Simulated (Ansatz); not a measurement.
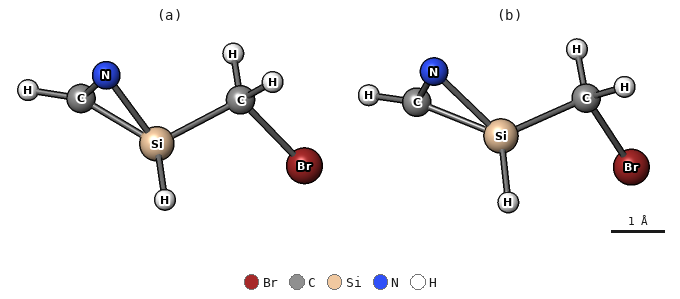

The structure of C2H4BrNSi (coarse preliminary run) before (left) and after (right) a relaxation, at one scale.

Style: ball-and-stick. Shown at a tilt.

The start comes from a force field.

Theory: RKS PBE-D4/def2-SVP (Ansatz).

Input file:
```yaml
crystal:
  periodic: [false, false, false]
  atoms:
    - {symbol: Br, position_ang: [1.840100, -1.787200, -1.375000]}
    - {symbol: C, position_ang: [1.220100, -0.301300, -0.199800]}
    - {symbol: Si, position_ang: [-0.601000, -0.398000, 0.063900]}
    - {symbol: C, position_ang: [-1.494800, 1.033500, -0.004600]}
    - {symbol: N, position_ang: [-0.959700, 1.043800, 1.089200]}
    - {symbol: H, position_ang: [1.535900, 0.639300, -0.698400]}
    - {symbol: H, position_ang: [1.840900, -0.412700, 0.717800]}
    - {symbol: H, position_ang: [-1.007700, -1.560100, 0.841100]}
    - {symbol: H, position_ang: [-2.285300, 1.696400, -0.451400]}
basis:
  gaussian: {orbitals: def2-SVP}
hamiltonian: {xc: pbe, dispersion: d4}
relax: {f_tol: 0.03, max_steps: 200}
```

Launched with:
```bash
ansatz run in.yaml --threads 4 --pin off --events-out ev --progress --plain --max-ram 10444MiB
```

### What changed between the two?

The energy falls by 57.9 kJ/mol in 9 geometry steps. The largest force component goes from 4.7 to 0.024 eV/Å. The largest move after the best rigid fit is that of Br1, 0.32 Å. Largest moves by element: Br 0.32 Å, Si 0.31 Å, H 0.25 Å, N 0.24 Å, C 0.12 Å. Some distances before and after: Si3–C4 1.689 → 1.803 Å, C4–N5 1.218 → 1.289 Å, Si3–N5 1.805 → 1.850 Å, C2–Si3 1.843 → 1.882 Å. Among the angles between lasting bonds that change: C2–Si3–N5 103.6° → 116.2°, N5–Si3–H8 106.2° → 117.4°, Si3–C4–H9 152.6° → 159.1°.
